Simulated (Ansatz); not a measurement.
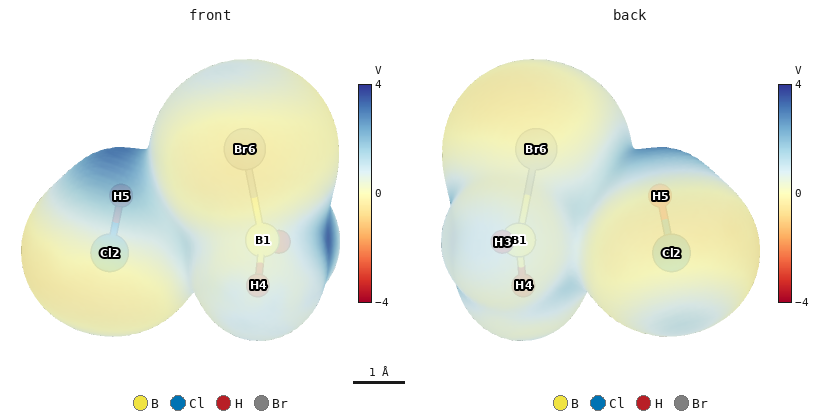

*BBrH2···HCl. The electrostatic potential painted on the density surface at 0.004 e/bohr³, seen from the front and from behind; red is negative and blue positive.*

Not at a stationary point (largest force 1.2 eV/Å).

All numbers below come from RKS BHLYP-D4/def2-TZVP (Ansatz).

The calculation's input:

```
crystal:
  periodic: [false, false, false]
  atoms:
    - { symbol: B, position_ang: [-0.6082, -0.3315, -0.312] }
    - { symbol: Cl, position_ang: [1.3562, 0.1503, -1.0948] }
    - { symbol: H, position_ang: [-0.6778, -1.4813, -0.1998] }
    - { symbol: H, position_ang: [-1.3803, 0.389, -0.79] }
    - { symbol: H, position_ang: [1.4068, 0.7326, 0.5542] }
    - { symbol: Br, position_ang: [-0.0968, 0.5408, 1.8425] }
basis:
  gaussian: { orbitals: def2-TZVP }
hamiltonian:
  xc: { name: BHLYP }
  dispersion: d4
relax:
  f_tol: 0.15
  max_steps: 25
  restrain:
    - { distance: [0, 5], at: 2.04, k: 30.0 }
    - { distance: [4, 1], at: 1.33, k: 30.0 }
    - { distance: [0, 1], at: 3.16, k: 30.0 }
    - { distance: [4, 5], at: 2.81, k: 30.0 }
output:
  orbitals: {}
```

Run with:

```sh
ansatz run input.yaml --threads 4 --pin off --max-ram 5120MiB --backend cpu --events-out ev --progress --plain --runs-dir out
```

The fields are those of the run's last geometry, not of the input's.

> Where is the surface potential most negative and most positive?

The most negative region (about −0.3 V) lies over Cl2 and Br6, the most positive (about +3.1 V) over B1 and H5. Cl2 shows a σ-hole: about +1.1 V at the tip opposite its bond, against about +0.1 V on its flanks.
